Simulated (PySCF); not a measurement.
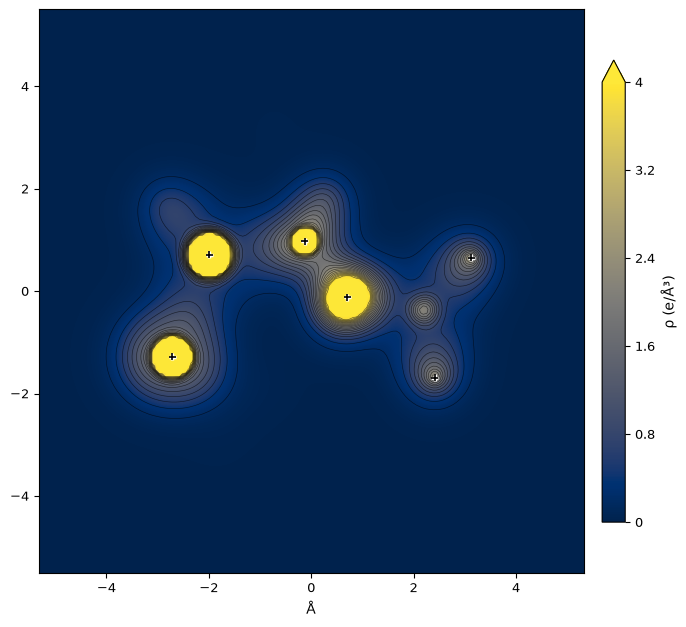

The total electron density on a plane through atoms (crosses mark nuclei in the plane).

Level of theory: PBE0/pcSseg-1, SCF density, gas phase, non-relativistic (PySCF).

Candidates:
A. C$_{6}$H$_{9}$NO
B. C$_{4}$H$_{10}$O$_{2}$SSi$_{2}$
C. C$_{6}$H$_{11}$FO$_{2}$Si (SMILES CC(C)O[SiH2]/C(F)=C/C=O)

Which system is this?

Candidate B: C$_{4}$H$_{10}$O$_{2}$SSi$_{2}$ on the plane of atoms S2, Si3 and C7, which holds S, Si, C, O and H.
